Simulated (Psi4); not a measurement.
Run report: GaHClF, excited-state calculation

System: GaHClF.
Method: TDDFT (BLYP)/6-311G**, RKS (Psi4 1.11).

The geometry comes from this level: PBE0-D4/def2-TZVP.

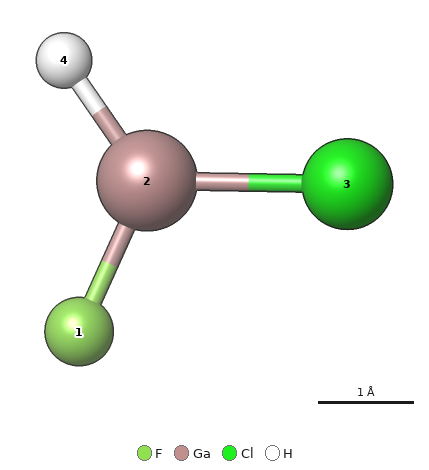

The structure (ball-and-stick view, seen on its broad side; atoms are numbered from 1 in the order of the input). Sticks mark near contacts. Bond lengths as drawn: Cl–Ga 2.12 Å, F–Ga 1.74 Å and Ga–H 1.54 Å.

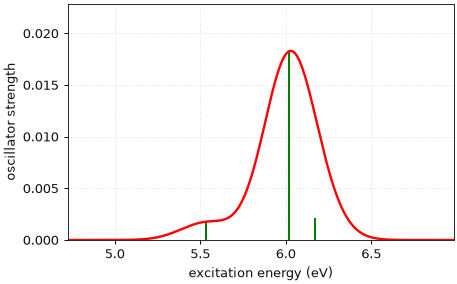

Computed excitations as sticks (degenerate states added up, dark ones marked on the axis), with a Gaussian envelope of 0.35 eV full width at half maximum, scaled to the tallest. Of the 3 states the lowest lies at 5.54 eV (f = 0.002); the strongest line is at 6.02 eV, or 206 nm (f = 0.018).

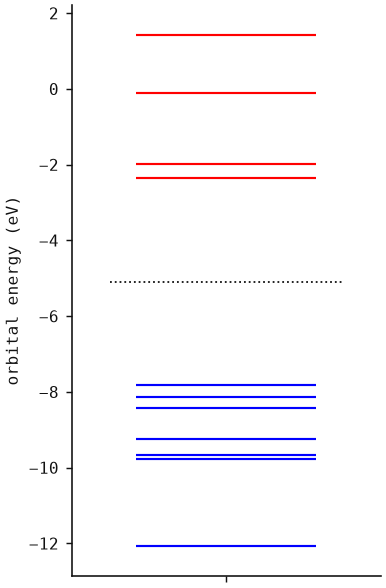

Orbital energies near the frontier; the dotted line parts filled from empty levels, and levels within 0.02 eV of each other stand side by side. Highest filled −7.83 eV, lowest empty −2.35 eV, 5.48 eV apart.

The input that produced these results follows, with the program's output.

Input (job.py)
```python
import psi4

psi4.set_memory(1600000000)
psi4.set_num_threads(1)
psi4.core.set_output_file('clfgah.out', False)

geom = psi4.geometry("""
0 1
F     -1.686800     0.040400     0.266300
Ga     0.024200     0.133600    -0.059000
Cl     1.066200    -1.658900     0.391700
H      0.652000     1.424600    -0.619400
units angstrom
""")

psi4.set_options({
    'basis': '6-311G**',
    'scf_type': 'df',
    'save_jk': True,
})

from psi4.driver.procrouting.response.scf_response import tdscf_excitations
energy_value, wavefunction = psi4.energy("blyp", return_wfn=True)
states = tdscf_excitations(wavefunction, states=3, tda=False)
for k, s in enumerate(states, 1):
    print(f"root {k}: {s['EXCITATION ENERGY'] * 27.211386:.4f} eV  f = {s['OSCILLATOR STRENGTH (LEN)']:.4f}  {s['SYMMETRY']}")
print('E =', round(energy_value, 9))
```

Command:
```bash
python job.py
```

Log
```
=> Loading Basis Set <=

    Name: 6-311G**
    Role: ORBITAL
    Keyword: BASIS

         ---------------------------------------------------------
                                   SCF
                              RKS Reference
                        1 Threads,   1525 MiB Core
         ---------------------------------------------------------

  ==> Geometry <==

    Molecular point group: c1
    Full point group: C1

    Geometry (in Angstrom), charge = 0, multiplicity = 1:

       Center              X                  Y                   Z               Mass
    ------------   -----------------  -----------------  -----------------  -----------------
         F           -1.747835876787     0.416492364485     0.152775832052    18.998403162730
         GA          -0.036835876787     0.509692364485    -0.172524167948    68.925573500000
         CL           1.005164123213    -1.282807635515     0.278175832052    34.968852682000
         H            0.590964123213     1.800692364485    -0.732924167948     1.007825032230

  Running in c1 symmetry.

  Rotational constants: A =      0.51994  B =      0.11303  C =      0.09284 [cm^-1]
  Rotational constants: A =  15587.55039  B =   3388.40496  C =   2783.36095 [MHz]
  Nuclear repulsion =  256.152621511389611

  Charge       = 0
  Multiplicity = 1
  Electrons    = 58
  Nalpha       = 29
  Nbeta        = 29

  ==> Algorithm <==

  SCF Algorithm Type is DF.
  DIIS enabled.
  MOM disabled.
  Fractional occupation disabled.
  Guess Type is SAD.
  Energy threshold   = 1.00e-06
  Density threshold  = 1.00e-06
  Integral threshold = 1.00e-12

  ==> Primary Basis <==

  Basis Set: 6-311G**
    Blend: 6-311G**
    Number of shells: 42
    Number of basis functions: 94
    Number of Cartesian functions: 99
    Spherical Harmonics?: true
    Max angular momentum: 2

  ==> DFT Potential <==

   => LibXC <=

    Version 7.1.2

   => Composite Functional: BLYP <=

    BLYP GGA Exchange-Correlation Functional

    Deriv               =              1
    GGA                 =           TRUE
    Meta                =          FALSE

    Exchange Hybrid     =          FALSE
    MP2 Hybrid          =          FALSE

   => Exchange Functionals <=

    1.0000     XC_GGA_X_B88

   => Correlation Functionals <=

    1.0000     XC_GGA_C_LYP

   => LibXC Density Thresholds  <==

    XC_GGA_C_LYP:  1.00E-14
    XC_GGA_X_B88:  1.00E-15

   => Molecular Quadrature <=

    Radial Scheme          =       TREUTLER
    Pruning Scheme         =           NONE
    Nuclear Scheme         =       TREUTLER

    Blocking Scheme        =         OCTREE
    BS radius alpha        =              1
    Pruning alpha          =              1
    Radial Points          =             75
    Spherical Points       =            302
    Total Points           =          87610
    Total Blocks           =            736
    Max Points             =            256
    Max Functions          =             85
    Weights Tolerance      =       1.00E-15

   => Loading Basis Set <=

    Name: (6-311G** AUX)
    Role: JKFIT
    Keyword: DF_BASIS_SCF

  ==> Integral Setup <==

  DFHelper Memory: AOs need 0.030 GiB; user supplied 0.964 GiB.
  SCF_SUBTYPE=INCORE selected. In-core MEM_DF algorithm will be used.
  Using in-core AOs.

  ==> MemDFJK: Density-Fitted J/K Matrices <==

    J tasked:                   Yes
    K tasked:                    No
    wK tasked:                   No
    Memory [MiB]:               986
    Algorithm:                 Core
    Schwarz Cutoff:           1E-12
    Mask sparsity (%):       7.2431
    Fitting Condition:        1E-10

   => Auxiliary Basis Set <=

  Basis Set: (6-311G** AUX)
    Blend: CC-PVTZ-JKFIT
    Number of shells: 123
    Number of basis functions: 437
    Number of Cartesian functions: 545
    Spherical Harmonics?: true
    Max angular momentum: 4

  Cached 100.0% of DFT collocation blocks in 0.154 [GiB].

  Minimum eigenvalue in the overlap matrix is 1.4527256212E-02.
  Reciprocal condition number of the overlap matrix is 3.4712375114E-03.
    Using symmetric orthogonalization.

  ==> Pre-Iterations <==

  SCF Guess: Superposition of Atomic Densities via on-the-fly atomic UHF (no occupation information).

   -------------------------
    Irrep   Nso     Nmo
   -------------------------
     A         94      94
   -------------------------
    Total      94      94
   -------------------------

  ==> Iterations <==

                           Total Energy        Delta E     RMS |[F,P]|

   @DF-RKS iter SAD: -2482.52668955363697   -2.48253e+03   0.00000e+00
   @DF-RKS iter   1: -2483.24069729601661   -7.14008e-01   4.02344e-02 DIIS/ADIIS
   @DF-RKS iter   2: -2427.30818054012934    5.59325e+01   1.12070e-01 ADIIS
   @DF-RKS iter   3: -2482.60034358774783   -5.52922e+01   5.20023e-02 DIIS/ADIIS
   @DF-RKS iter   4: -2485.64160440522483   -3.04126e+00   2.36509e-03 DIIS/ADIIS
   @DF-RKS iter   5: -2485.64617186525766   -4.56746e-03   1.38354e-03 DIIS/ADIIS
   @DF-RKS iter   6: -2485.65070817459900   -4.53631e-03   7.68670e-04 DIIS/ADIIS
   @DF-RKS iter   7: -2485.65212888763244   -1.42071e-03   2.63292e-04 DIIS/ADIIS
   @DF-RKS iter   8: -2485.65229045845899   -1.61571e-04   8.91871e-05 DIIS
   @DF-RKS iter   9: -2485.65231105347993   -2.05950e-05   2.10898e-05 DIIS
   @DF-RKS iter  10: -2485.65231239884406   -1.34536e-06   3.53843e-06 DIIS
   @DF-RKS iter  11: -2485.65231246913163   -7.02876e-08   5.98982e-07 DIIS
  Energy and wave function converged.

  ==> Post-Iterations <==

   Electrons on quadrature grid:
      Ntotal   =   57.9999748865 ; deviation = -2.511e-05

    Orbital Energies [Eh]
    ---------------------

    Doubly Occupied:

       1A   -371.081038     2A   -100.757113     3A    -45.395154
       4A    -40.250265     5A    -40.245843     6A    -40.245000
       7A    -24.241639     8A     -9.185339     9A     -7.016851
      10A     -7.011193    11A     -7.009819    12A     -5.310860
      13A     -3.647545    14A     -3.638749    15A     -3.636029
      16A     -1.038995    17A     -0.795245    18A     -0.779140
      19A     -0.777609    20A     -0.776678    21A     -0.770486
      22A     -0.729710    23A     -0.443571    24A     -0.359201
      25A     -0.355396    26A     -0.339569    27A     -0.309234
      28A     -0.298826    29A     -0.287853

    Virtual:

      30A     -0.086261    31A     -0.073394    32A     -0.003684
      33A      0.052338    34A      0.072141    35A      0.084785
      36A      0.119264    37A      0.133394    38A      0.203612
      39A      0.237482    40A      0.266947    41A      0.282475
      42A      0.289767    43A      0.324131    44A      0.343872
      45A      0.468481    46A      0.495223    47A      0.555704
      48A      0.569176    49A      0.581129    50A      0.773852
      51A      0.804002    52A      0.813336    53A      0.881313
      54A      0.882048    55A      1.031469    56A      1.033293
      57A      1.060496    58A      1.118607    59A      1.381815
      60A      1.485782    61A      1.521378    62A      1.660199
      63A      1.783164    64A      1.805120    65A      1.805370
      66A      1.898984    67A      2.042666    68A      2.067039
      69A      2.146136    70A      2.265738    71A      2.564460
      72A      3.480757    73A      3.533241    74A      3.625175
      75A      3.716553    76A      3.724463    77A      3.757814
      78A      3.812517    79A      4.097089    80A      4.734740
      81A      5.965150    82A      5.995078    83A      6.053653
      84A      9.400659    85A     25.225023    86A     25.295583
      87A     25.734714    88A     39.893540    89A     66.239097
      90A    206.370859    91A    206.502839    92A    206.534437
      93A    214.590468    94A    784.423316

    Final Occupation by Irrep:
              A
    DOCC [    29 ]
    NA   [    29 ]
    NB   [    29 ]

  @DF-RKS Final Energy: -2485.65231246913163

   => Energetics <=

    Nuclear Repulsion Energy =            256.1526215113896114
    One-Electron Energy =               -3969.3996100480726454
    Two-Electron Energy =                1341.8196545140790477
    DFT Exchange-Correlation Energy =    -114.2249784465273166
    Empirical Dispersion Energy =           0.0000000000000000
    VV10 Nonlocal Energy =                  0.0000000000000000
    Total Energy =                      -2485.6523124691316298

Computation Completed

Properties will be evaluated at   0.000000,   0.000000,   0.000000 [a0]

Properties computed using the SCF density matrix

 Multipole Moments:

 ------------------------------------------------------------------------------------
     Multipole            Electronic (a.u.)      Nuclear  (a.u.)        Total (a.u.)
 ------------------------------------------------------------------------------------

 L = 1.  Multiply by 2.5417464519 to convert [e a0] to [Debye]
 Dipole X            :         -1.0994518            1.5237224            0.4242706
 Dipole Y            :          1.4924800           -0.8657645            0.6267154
 Dipole Z            :         -0.3354890            0.0430825           -0.2924066
 Magnitude           :                                                    0.8113442

 ------------------------------------------------------------------------------------

	total time  =          2 seconds =       0.03 minutes

******************************************************************************************
**********                               WARNING                                **********
**********       The names of excited state variables changed between 1.5       **********
**********     and 1.6. For a quick solution, remove the symmetry specifier     **********
**********   from the variable name. For full details, see 'Notes on Psivars'   **********
**********                        in the documentation.                         **********
******************************************************************************************

         ---------------------------------------------------------
                         TDSCF excitation energies
         ---------------------------------------------------------

  ==> Options <==

     Residual threshold  : 1.0000e-04
     Initial guess       : denominators
     Reference           : RHF
     Solver type         : RPA (Hamiltonian)

  ==> Requested Excitations <==

      3 singlet states with A symmetry

  ==> Seeking the lowest 3 singlet states with A symmetry

                        Generalized Hamiltonian Solver

  ==> Options <==

    Max number of iterations        = 60
    Eigenvector tolerance           = 1.0000e-04
    Max number of expansion vectors = 600

  => Iterations <=
                              Max[D[value]]     Max[|R|]   # vectors
  HamiltonianSolver iter   1:   2.27531e-01  7.04131e-02     12
  HamiltonianSolver iter   2:   1.44453e-03  2.77984e-02     15
  HamiltonianSolver iter   3:   1.10861e-04  1.26875e-02     21
  HamiltonianSolver iter   4:   1.69627e-05  6.04942e-03     27
  HamiltonianSolver iter   5:   3.25185e-06  2.57768e-03     33
  HamiltonianSolver iter   6:   4.63857e-07  1.36346e-03     39
  HamiltonianSolver iter   7:   1.07803e-07  6.14896e-04     45
  HamiltonianSolver iter   8:   1.85884e-08  2.31116e-04     49
  HamiltonianSolver iter   9:   2.66248e-09  8.00187e-05     51      Converged

******************************************************************************************
**********                               WARNING                                **********
**********  Length-gauge rotatory strengths are **NOT** gauge-origin invariant  **********
******************************************************************************************

                                    Excitation Energy         Total Energy        Oscillator Strength             Rotatory Strength
     #   Sym: GS->ES (Trans)        au              eV              au          au (length)    au (velocity)    au (length)    au (velocity)
    ---- -------------------- --------------- --------------- --------------- --------------- --------------- --------------- ---------------
     1        A->A (1 A)       0.20343         5.53559        -2485.44888      0.0018          0.0016         -0.0000         -0.0000
     2        A->A (1 A)       0.22119         6.01896        -2485.43112      0.0183          0.0213          0.0000          0.0000
     3        A->A (1 A)       0.22678         6.17091        -2485.42554      0.0021          0.0033         -0.0002         -0.0002

Contributing excitations and de-excitations
Only contributions with abs(coeff) > 1.00e-01 will be printed:

Excited State    1 (1 A):   0.20343 au   223.98 nm f = 0.0018
  Sums of squares: Xssq =  1.000129e+00; Yssq =  1.294006e-04; Xssq - Yssq =  1.000000e+00
     29a  ->  30a    -0.998164 (99.633%)

Excited State    2 (1 A):   0.22119 au   205.99 nm f = 0.0183
  Sums of squares: Xssq =  1.000764e+00; Yssq =  7.637199e-04; Xssq - Yssq =  1.000000e+00
     27a  ->  31a     0.208219 ( 4.336%)
     28a  ->  30a     0.470251 (22.114%)
     29a  ->  31a    -0.851266 (72.465%)

Excited State    3 (1 A):   0.22678 au   200.92 nm f = 0.0021
  Sums of squares: Xssq =  1.000290e+00; Yssq =  2.896556e-04; Xssq - Yssq =  1.000000e+00
     27a  ->  30a     0.993130 (98.631%)

******************************************************************************************
**********                               WARNING                                **********
**********       The names of excited state variables changed between 1.5       **********
**********     and 1.6. For a quick solution, remove the symmetry specifier     **********
**********   from the variable name. For full details, see 'Notes on Psivars'   **********
**********                        in the documentation.                         **********
******************************************************************************************
```

Standard output
```
root 1: 5.5356 eV  f = 0.0018  A
root 2: 6.0190 eV  f = 0.0183  A
root 3: 6.1709 eV  f = 0.0021  A
E = -2485.652312469
```

Key numbers

```csv
quantity,value
outcome,converged
total energy,−2485.652312 hartree
basis functions,94
HOMO,−7.83 eV
LUMO,−2.35 eV
dipole moment,2.06 D
lowest excitation,5.54 eV
hardware,"1 thread of AMD EPYC (Zen 5), 16 GiB of memory available, shared host"
wall time,6.9 s
peak memory,0.4 GiB
```
